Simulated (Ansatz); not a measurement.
# Work function of Sr(110): what the settings cost and change, part 2 of 2

Aim: the work function of Sr(110) against thickness and vacuum, with the cost.

Ansatz 0.2.0; plane-wave DFT, PBE, Ansatz PAW.

So far, work function, upper face (eV): step 2 (run, setting 1 layer) 2.46; step 3 (slab, 2 atoms) 2.61; step 4 (run, 3 atoms) 2.59; step 5 (run, 4 atoms) 2.56; step 6 (run, 5 atoms) 2.60.

## 7. Slab, 6 atoms

System of this step: Sr(110). The cell holds 6 atoms: 6 Sr. Its edges and angles: a = 6.080 Å, b = 4.299 Å, c = 28.748 Å, α = 90.0°, β = 90.0°, γ = 90.0°. Vacuum lies along c.

The input, input.yaml:

```yaml
crystal:
  lattice:
    - [6.08, 0.0, 0.0]
    - [0.0, 4.2992092296, 0.0]
    - [0.0, 0.0, 28.748023074]
  atoms:
    - { symbol: Sr, position: [0.5, 0.5, 0.3130650054] }
    - { symbol: Sr, position: [0.0, 0.0, 0.3878390033] }
    - { symbol: Sr, position: [0.5, 0.5, 0.4626130011] }
    - { symbol: Sr, position: [0.0, 0.0, 0.5373869989] }
    - { symbol: Sr, position: [0.5, 0.5, 0.6121609967] }
    - { symbol: Sr, position: [0.0, 0.0, 0.6869349946] }
kpoints:
  mp_grid: { grid: [7, 10, 1] }
hamiltonian:
  xc: pbe
scf:
  occupations: { method: fermi_dirac, width: 0.1 }
  convergence: { dr2_threshold: 1.0e-09 }
efield:
  axis: 3
  dipole_correction: true
  ramp_position: 0.97
  ramp_width: 0.06
output:
  write_potential: true
  write_density: true
  volumetric_format: npy
```

Command:

```bash
$ ansatz run input.yaml --threads 2 --pin off --max-ram 3072MiB --backend cpu --events-out ev --progress --plain --runs-dir out
```

Numbers of over 12 decimals in the logs are rounded to 6 here.

The log of the run:

```text
[...]
Crystal: 6 atoms, lattice volume = 751.450 Å³
Basis set: ecut = 420 eV, 14739 PW (Γ)
Bands: 36, of which v1, the nominal top of the filled ones, is band 30 counted from 1 (29 counted from 0)
Symmetry: 4 space group operations
k-points: 24 of 70
[...]
k-point 0: bands = [... 26 lower, -1.1888, -0.2244, 0.4454, 0.6388, 0.8969, 1.1454, 1.5527, 1.6399, ... 8 higher]
  k-point 1: bands = [... 26 lower, -1.0943, -0.1384, 0.5320, 0.7140, 0.9575, 1.1903, 1.5780, 1.5994, ... 8 higher]
  k-point 2: bands = [... 26 lower, -0.8268, 0.0887, 0.7586, 0.8455, 1.1553, 1.2644, 1.5000, 1.5819, ... 8 higher]
  k-point 23: bands = [... 26 lower, 0.4888, 0.4888, 0.8887, 0.8887, 0.9104, 0.9104, 1.1978, 1.1978, ... 8 higher]
[key lines of the parts left out:]
SCF converged after 10 iterations
Free energy (F): -21264.140563 eV
Fermi energy:    0.854859 eV
Dipole field:    D = 0.000001 V/Å  (p = 0.000006 e·Å, saw-weighted, corrected)
Work function:   Φ+ = 2.5951 eV   Φ− = 2.5951 eV
```

It took 2.3 min on 2 threads of Arm Neoverse N1, shared host; peak memory 1.2 GiB.

The work function is 2.595 eV, -0.009 eV from the run “5 layers”, at 1.3 times its CPU time.

## 8. Run, 8 atoms

System of this step: Sr(110). The cell holds 8 atoms: 8 Sr. Its edges and angles: a = 6.080 Å, b = 4.299 Å, c = 33.047 Å, α = 90.0°, β = 90.0°, γ = 90.0°. Vacuum lies along c.

input.yaml, the sections that differ from step 7:

```yaml
crystal:
  lattice:
    - [6.08, 0.0, 0.0]
    - [0.0, 4.2992092296, 0.0]
    - [0.0, 0.0, 33.0472323036]
  atoms:
    - { symbol: Sr, position: [0.5, 0.5, 0.272337481] }
    - { symbol: Sr, position: [0.0, 0.0, 0.337383915] }
    - { symbol: Sr, position: [0.5, 0.5, 0.402430349] }
    - { symbol: Sr, position: [0.0, 0.0, 0.467476783] }
    - { symbol: Sr, position: [0.5, 0.5, 0.532523217] }
    - { symbol: Sr, position: [0.0, 0.0, 0.597569651] }
    - { symbol: Sr, position: [0.5, 0.5, 0.662616085] }
    - { symbol: Sr, position: [0.0, 0.0, 0.727662519] }
# kpoints, hamiltonian, scf, efield, output: as in step 7
```

The log of the run:

```text
[...]
Crystal: 8 atoms, lattice volume = 863.828 Å³
Basis set: ecut = 420 eV, 16949 PW (Γ)
Bands: 48, of which v1, the nominal top of the filled ones, is band 40 counted from 1 (39 counted from 0)
Symmetry: 4 space group operations
k-points: 24 of 70
[...]
k-point 0: bands = [... 36 lower, 0.2494, 0.8820, 0.9878, 1.2040, 1.5087, 1.6159, 1.7672, 2.1617, ... 12 higher]
  k-point 1: bands = [... 36 lower, 0.3329, 0.9729, 1.0602, 1.2748, 1.5766, 1.6607, 1.8066, 2.1200, ... 12 higher]
  k-point 2: bands = [... 36 lower, 0.5525, 1.1930, 1.2421, 1.4224, 1.7571, 1.7584, 1.8572, 2.0169, ... 12 higher]
  k-point 23: bands = [... 36 lower, 1.2241, 1.2241, 1.4252, 1.4252, 1.4366, 1.4366, 1.4897, 1.4897, ... 12 higher]
[key lines of the parts left out:]
SCF converged after 10 iterations
Free energy (F): -28352.625819 eV
Fermi energy:    1.380678 eV
Dipole field:    D = -0.000000 V/Å  (p = -0.000002 e·Å, saw-weighted, corrected)
Work function:   Φ+ = 2.5961 eV   Φ− = 2.5961 eV
```

It took 3.7 min on 2 threads; peak memory 1.6 GiB.

The work function is 2.596 eV, +0.001 eV from the run “6 layers”, at 1.6 times its CPU time.

## 9. Slab, 10 atoms

System of this step: Sr(110). The cell holds 10 atoms: 10 Sr. Cell: a = 6.080 Å, b = 4.299 Å, c = 37.346 Å, α = 90.0°, β = 90.0°, γ = 90.0°. Vacuum lies along c.

input.yaml, the sections that differ from step 8:

```yaml
crystal:
  lattice:
    - [6.08, 0.0, 0.0]
    - [0.0, 4.2992092296, 0.0]
    - [0.0, 0.0, 37.3464415333]
  atoms:
    - { symbol: Sr, position: [0.5, 0.5, 0.2409868151] }
    - { symbol: Sr, position: [0.0, 0.0, 0.2985453006] }
    - { symbol: Sr, position: [0.5, 0.5, 0.3561037862] }
    - { symbol: Sr, position: [0.0, 0.0, 0.4136622717] }
    - { symbol: Sr, position: [0.5, 0.5, 0.4712207572] }
    - { symbol: Sr, position: [0.0, 0.0, 0.5287792428] }
    - { symbol: Sr, position: [0.5, 0.5, 0.5863377283] }
    - { symbol: Sr, position: [0.0, 0.0, 0.6438962138] }
    - { symbol: Sr, position: [0.5, 0.5, 0.7014546994] }
    - { symbol: Sr, position: [0.0, 0.0, 0.7590131849] }
# kpoints, hamiltonian, scf, efield, output: as in step 8
```

The log of the run:

```text
[...]
Crystal: 10 atoms, lattice volume = 976.206 Å³
Basis set: ecut = 420 eV, 19119 PW (Γ)
Bands: 60, of which v1, the nominal top of the filled ones, is band 50 counted from 1 (49 counted from 0)
Symmetry: 4 space group operations
k-points: 24 of 70
[...]
k-point 0: bands = [... 46 lower, 1.2272, 1.2697, 1.4916, 1.7431, 1.8008, 2.0446, 2.1746, 2.2303, ... 16 higher]
  k-point 1: bands = [... 46 lower, 1.3030, 1.3612, 1.5686, 1.7841, 1.8906, 2.0938, 2.2033, 2.2827, ... 16 higher]
  k-point 2: bands = [... 46 lower, 1.4753, 1.6121, 1.7600, 1.8486, 2.1203, 2.2029, 2.2124, 2.3874, ... 16 higher]
  k-point 23: bands = [... 46 lower, 1.7257, 1.7257, 1.8337, 1.8337, 1.8412, 1.8412, 1.8623, 1.8623, ... 16 higher]
[key lines of the parts left out:]
SCF converged after 10 iterations
Free energy (F): -35441.109374 eV
Fermi energy:    1.788066 eV
Dipole field:    D = 0.000001 V/Å  (p = 0.000006 e·Å, saw-weighted, corrected)
Work function:   Φ+ = 2.5920 eV   Φ− = 2.5921 eV
```

Run time: 5.7 min. Hardware: 2 threads; peak memory 2.1 GiB.

The work function is 2.592 eV, -0.004 eV from the run “8 layers”, at 1.6 times its CPU time.

## 10. Slab, 13 atoms

System of this step: Sr(110). The cell holds 13 atoms: 13 Sr. Cell: a = 6.080 Å, b = 4.299 Å, c = 43.795 Å, α = 90.0°, β = 90.0°, γ = 90.0°. Vacuum lies along c.

input.yaml, the sections that differ from step 9:

```yaml
crystal:
  lattice:
    - [6.08, 0.0, 0.0]
    - [0.0, 4.2992092296, 0.0]
    - [0.0, 0.0, 43.7952553777]
  atoms:
    - { symbol: Sr, position: [0.0, 0.0, 0.205501713] }
    - { symbol: Sr, position: [0.5, 0.5, 0.2545847608] }
    - { symbol: Sr, position: [0.0, 0.0, 0.3036678086] }
    - { symbol: Sr, position: [0.5, 0.5, 0.3527508565] }
    - { symbol: Sr, position: [0.0, 0.0, 0.4018339043] }
    - { symbol: Sr, position: [0.5, 0.5, 0.4509169522] }
    - { symbol: Sr, position: [0.0, 0.0, 0.5] }
    - { symbol: Sr, position: [0.5, 0.5, 0.5490830478] }
    - { symbol: Sr, position: [0.0, 0.0, 0.5981660957] }
    - { symbol: Sr, position: [0.5, 0.5, 0.6472491435] }
    - { symbol: Sr, position: [0.0, 0.0, 0.6963321914] }
    - { symbol: Sr, position: [0.5, 0.5, 0.7454152392] }
    - { symbol: Sr, position: [0.0, 0.0, 0.794498287] }
# kpoints, hamiltonian, scf, efield, output: as in step 9
```

The log of the run:

```text
[...]
Crystal: 13 atoms, lattice volume = 1144.773 Å³
Basis set: ecut = 420 eV, 22405 PW (Γ)
Bands: 78, of which v1, the nominal top of the filled ones, is band 65 counted from 1 (64 counted from 0)
Symmetry: 4 space group operations
k-points: 24 of 70
[...]
k-point 0: bands = [... 61 lower, 1.7747, 1.8371, 2.0533, 2.1782, 2.3198, 2.4523, 2.6182, 2.6360, ... 22 higher]
  k-point 1: bands = [... 61 lower, 1.8468, 1.9228, 2.1212, 2.2256, 2.3970, 2.5101, 2.6616, 2.6669, ... 22 higher]
  k-point 2: bands = [... 61 lower, 2.0509, 2.1477, 2.2750, 2.2949, 2.6029, 2.6167, 2.6748, 2.7388, ... 22 higher]
  k-point 23: bands = [... 61 lower, 2.1797, 2.2624, 2.2878, 2.2947, 2.2982, 2.3005, 2.3182, 2.3216, ... 22 higher]
[key lines of the parts left out:]
SCF converged after 10 iterations
Free energy (F): -46073.835504 eV
Fermi energy:    2.245935 eV
Dipole field:    D = -0.000000 V/Å  (p = -0.000002 e·Å, saw-weighted, corrected)
Work function:   Φ+ = 2.5934 eV   Φ− = 2.5934 eV
```

It took 8.2 min on 2 threads; peak memory 2.4 GiB.

The work function is 2.593 eV, +0.001 eV from the run “10 layers”, at 1.5 times its CPU time.

## 11. Slab, 7 atoms

System of this step: Sr(110). The cell holds 7 atoms: 7 Sr. Its edges and angles: a = 6.080 Å, b = 4.299 Å, c = 22.898 Å, α = 90.0°, β = 90.0°, γ = 90.0°. Vacuum lies along c.

input.yaml, the sections that differ from step 10:

```yaml
crystal:
  lattice:
    - [6.08, 0.0, 0.0]
    - [0.0, 4.2992092296, 0.0]
    - [0.0, 0.0, 22.8976276888]
  atoms:
    - { symbol: Sr, position: [0.0, 0.0, 0.2183632326] }
    - { symbol: Sr, position: [0.5, 0.5, 0.312242155] }
    - { symbol: Sr, position: [0.0, 0.0, 0.4061210775] }
    - { symbol: Sr, position: [0.5, 0.5, 0.5] }
    - { symbol: Sr, position: [0.0, 0.0, 0.5938789225] }
    - { symbol: Sr, position: [0.5, 0.5, 0.687757845] }
    - { symbol: Sr, position: [0.0, 0.0, 0.7816367674] }
# kpoints, hamiltonian, scf, efield, output: as in step 10
```

The log of the run:

```text
[...]
Crystal: 7 atoms, lattice volume = 598.525 Å³
Basis set: ecut = 420 eV, 11703 PW (Γ)
Bands: 42, of which v1, the nominal top of the filled ones, is band 35 counted from 1 (34 counted from 0)
Symmetry: 4 space group operations
k-points: 24 of 70
[...]
k-point 0: bands = [... 31 lower, 0.9032, 1.7274, 1.9926, 2.3510, 2.4444, 2.7476, 2.9047, 3.2371, ... 10 higher]
  k-point 1: bands = [... 31 lower, 0.9920, 1.8084, 2.0792, 2.4153, 2.5191, 2.7838, 2.9468, 3.1966, ... 10 higher]
  k-point 2: bands = [... 31 lower, 1.2358, 2.0061, 2.3120, 2.5084, 2.7593, 2.8380, 3.0071, 3.0969, ... 10 higher]
  k-point 23: bands = [... 31 lower, 1.9763, 2.3810, 2.4467, 2.4851, 2.4867, 2.4938, 2.5625, 2.7110, ... 10 higher]
[key lines of the parts left out:]
SCF converged after 10 iterations
Free energy (F): -24808.387076 eV
Fermi energy:    2.440226 eV
Dipole field:    D = 0.000000 V/Å  (p = 0.000001 e·Å, saw-weighted, corrected)
Work function:   Φ+ = 2.5740 eV (in doubt: plateau slope 1.0e-1 eV/Å)   Φ− = 2.5811 eV (in doubt: plateau slope 8.2e-2 eV/Å)
```

Elapsed: 2.1 min, on 2 threads; peak memory 1.1 GiB; 3.8 min of CPU time.

The work function is 2.574 eV. The program marks this work function as in doubt.

## 12. Slab, 7 atoms (run 2)

The cell differs from the one that the last finished run ended in (c 22.898 → 26.898 Å).

input.yaml, the sections that differ from step 11:

```yaml
crystal:
  lattice:
    - [6.08, 0.0, 0.0]
    - [0.0, 4.2992092296, 0.0]
    - [0.0, 0.0, 26.8976276888]
  atoms:
    - { symbol: Sr, position: [0.0, 0.0, 0.2602459994] }
    - { symbol: Sr, position: [0.5, 0.5, 0.3401639996] }
    - { symbol: Sr, position: [0.0, 0.0, 0.4200819998] }
    - { symbol: Sr, position: [0.5, 0.5, 0.5] }
    - { symbol: Sr, position: [0.0, 0.0, 0.5799180002] }
    - { symbol: Sr, position: [0.5, 0.5, 0.6598360004] }
    - { symbol: Sr, position: [0.0, 0.0, 0.7397540006] }
# kpoints, hamiltonian, scf, efield, output: as in step 11
```

The log of the run:

```text
[...]
Crystal: 7 atoms, lattice volume = 703.082 Å³
Basis set: ecut = 420 eV, 13779 PW (Γ)
Bands: 42, of which v1, the nominal top of the filled ones, is band 35 counted from 1 (34 counted from 0)
Symmetry: 4 space group operations
k-points: 24 of 70
[...]
k-point 0: bands = [... 31 lower, 0.1557, 0.9907, 1.2490, 1.6068, 1.6876, 2.0060, 2.1613, 2.4932, ... 10 higher]
  k-point 1: bands = [... 31 lower, 0.2444, 1.0719, 1.3356, 1.6698, 1.7633, 2.0421, 2.2028, 2.4527, ... 10 higher]
  k-point 2: bands = [... 31 lower, 0.4883, 1.2695, 1.5684, 1.7596, 2.0064, 2.0955, 2.2654, 2.3529, ... 10 higher]
  k-point 23: bands = [... 31 lower, 1.2322, 1.6370, 1.7029, 1.7411, 1.7428, 1.7497, 1.8186, 1.9670, ... 10 higher]
[key lines of the parts left out:]
SCF converged after 10 iterations
Free energy (F): -24808.384068 eV
Fermi energy:    1.695606 eV
Dipole field:    D = -0.000000 V/Å  (p = -0.000000 e·Å, saw-weighted, corrected)
Work function:   Φ+ = 2.5856 eV   Φ− = 2.5859 eV
```

The job ended after 2.4 min (2 threads; peak memory 1.2 GiB; 4.3 min of CPU time).

The work function is 2.586 eV, +0.012 eV from the run “7 layers, 10 Å of vacuum”, at 1.2 times its CPU time.

## 13. Run, 7 atoms

The cell differs from the one that the last finished run ended in (c 26.898 → 38.898 Å).

input.yaml, the sections that differ from step 12:

```yaml
crystal:
  lattice:
    - [6.08, 0.0, 0.0]
    - [0.0, 4.2992092296, 0.0]
    - [0.0, 0.0, 38.8976276888]
  atoms:
    - { symbol: Sr, position: [0.0, 0.0, 0.3342106132] }
    - { symbol: Sr, position: [0.5, 0.5, 0.3894737421] }
    - { symbol: Sr, position: [0.0, 0.0, 0.4447368711] }
    - { symbol: Sr, position: [0.5, 0.5, 0.5] }
    - { symbol: Sr, position: [0.0, 0.0, 0.5552631289] }
    - { symbol: Sr, position: [0.5, 0.5, 0.6105262579] }
    - { symbol: Sr, position: [0.0, 0.0, 0.6657893868] }
# kpoints, hamiltonian, scf, efield, output: as in step 12
```

The log of the run:

```text
[...]
Crystal: 7 atoms, lattice volume = 1016.753 Å³
Basis set: ecut = 420 eV, 19951 PW (Γ)
Bands: 42, of which v1, the nominal top of the filled ones, is band 35 counted from 1 (34 counted from 0)
Symmetry: 4 space group operations
k-points: 24 of 70
[...]
k-point 1: bands = [... 31 lower, -1.0765, -0.2487, 0.0148, 0.3489, 0.4418, 0.7214, 0.8820, 1.1318, ... 10 higher]
  k-point 2: bands = [... 31 lower, -0.8326, -0.0511, 0.2476, 0.4385, 0.6850, 0.7747, 0.9447, 1.0321, ... 10 higher]
  k-point 23: bands = [... 31 lower, -0.0887, 0.3161, 0.3821, 0.4202, 0.4220, 0.4288, 0.4978, 0.6462, ... 10 higher]
[key lines of the parts left out:]
SCF converged after 10 iterations
Free energy (F): -24808.384000 eV
Fermi energy:    0.374732 eV
Dipole field:    D = -0.000001 V/Å  (p = -0.000004 e·Å, saw-weighted, corrected)
Work function:   Φ+ = 2.5862 eV   Φ− = 2.5862 eV
```

Run time: 3.6 min. Hardware: 2 threads; peak memory 1.7 GiB.

The work function is 2.586 eV, +0.001 eV from the run “7 layers, 14 Å of vacuum”, at 1.5 times its CPU time.

## 14. Comparing the runs

Times are for 2 threads of Arm Neoverse N1, shared host. The runs compared:

```tsv
no.	setting	work function, upper face (eV)	time	memory (GiB)
1	1 layer	2.464	23 s	0.51
2	2 layers	2.613	42 s	0.65
3	3 layers	2.587	59 s	0.76
4	4 layers	2.562	77 s	0.88
5	5 layers	2.604	1.8 min	1.0
6	6 layers	2.595	2.3 min	1.2
7	8 layers	2.596	3.7 min	1.6
8	10 layers	2.592	5.7 min	2.1
9	13 layers	2.593	8.2 min	2.4
10	7 layers, 10 Å of vacuum	2.574	2.1 min	1.1
11	7 layers, 14 Å of vacuum	2.586	2.4 min	1.2
12	7 layers, 26 Å of vacuum	2.586	3.6 min	1.7
```

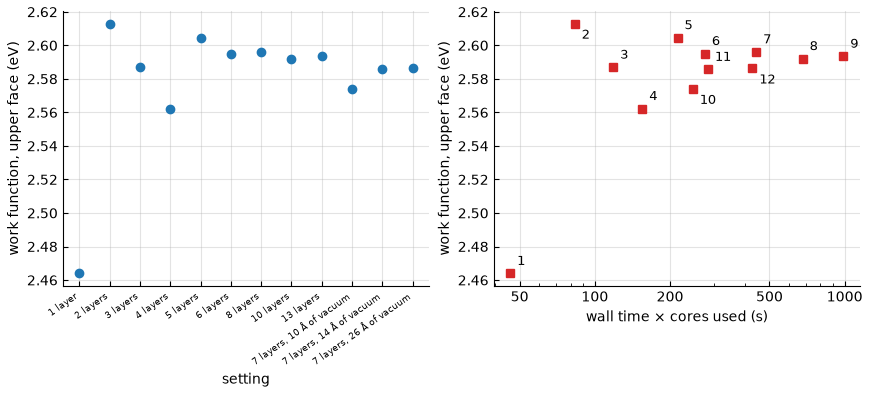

The series as plots; the last panel sets the first result against cost, with the runs numbered as in the table.

## 15. Varying the input

System of this step: Sr(110) monolayer. The cell holds 1 atom: 1 Sr. Cell: a = 6.080 Å, b = 4.299 Å, c = 18.000 Å, α = 90.0°, β = 90.0°, γ = 90.0°. Vacuum lies along c.

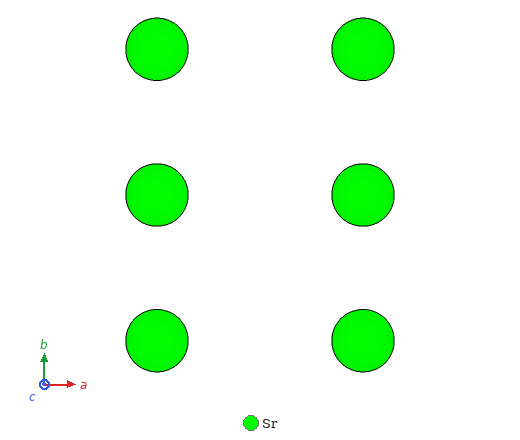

The cell of this step (strontium green). 2×3×1 cells are drawn.

An input spoilt on purpose, to show how the run answers: it repeats the earlier run “1 layer” with scf.NELM to 0.3, and scf.max_iter set to 60; its output block differs too.

input.yaml, the sections that differ from step 13:

```yaml
crystal:
  lattice:
    - [6.08, 0.0, 0.0]
    - [0.0, 4.2992092296, 0.0]
    - [0.0, 0.0, 18.0]
  atoms:
    - { symbol: Sr, position: [0.5, 0.5, 0.5] }
scf:
  occupations: { method: fermi_dirac, width: 0.1 }
  convergence: { dr2_threshold: 1.0e-09 }
  NELM: 0.3
  max_iter: 60
# kpoints, hamiltonian, efield, output: as in step 13
```

The log of the run:

```text
Error: YAML parse error: error: line 15 column 3: unknown field `NELM`, expected one of max_iter, algorithm, n_extra_bands, self_checks, convergence, lower_state_search, omitted_lower_state_checks, lower_solution_reach, mixing, occupations, eigensolver, initial_density, exx
  --> <input>:15:3
   |
13 |   occupations: { method: fermi_dirac, width: 0.1 }
14 |   convergence: { dr2_threshold: 1.0e-09 }
15 |   NELM: 0.3
   |   ^ unknown field `NELM`, expected one of max_iter, algorithm, n_extra_bands, self_checks, convergence, lower_state_search, omitted_lower_state_checks, lower_solution_reach, mixing, occupations, eigensolver, initial_density, exx
16 |   max_iter: 60
17 | efield:
   |
```

Wall time 0.02 s (2 threads); peak memory 0.09 GiB.

The program refused the input before any cycle.

The program's message: “Error: YAML parse error: error: line 15 column 3: unknown field `NELM`, expected one of max_iter, algorithm, n_extra_bands, self_checks, convergence, lower_state_search, omitted_lower_state_checks, lo …”

The fault put into the input: a keyword of another program.

## 16. Summary of results

| Item | Value |
| --- | --- |
| work function, 1 layer | 2.464 eV |
| work function, 2 layers | 2.613 eV |
| work function, 6 layers | 2.595 eV |
| work function, 13 layers | 2.593 eV |

The thickest slab gives 2.59 eV, and the settings tried spread the value from 2.46 to 2.61 eV. At 18 Å of vacuum, the slabs from 2 layers on stay within 0.04 eV of the thickest. Going from 10 to 26 Å of vacuum moves it by 0.012 eV. The program marks the value as in doubt in “7 layers, 10 Å of vacuum”. The ladder's slabs use the tabulated experimental lattice constant (two decimals; a low-temperature value for the alkali metals). In 2 runs of the series (7 layers, 10 Å of vacuum and 7 layers, 14 Å of vacuum) the program warns that electrons reach the sawtooth's ramp, which makes dipole and work function less sure.

[Logs are printed without paths, hosts, clocks, repeated set-up lines and the standing remarks that a program may print on its own settings, such as how far it seeks lower states.]

[Hosts, paths, dates, database ids (printed as entryN), source tags and the programs' standing remarks are cut or masked in the printed files.]

[Maps of the electrostatic potential energy from Ansatz leave out the sawtooth potential of an applied field or a dipole correction, so their vacuum need not be flat; planar profiles and work functions include it.]
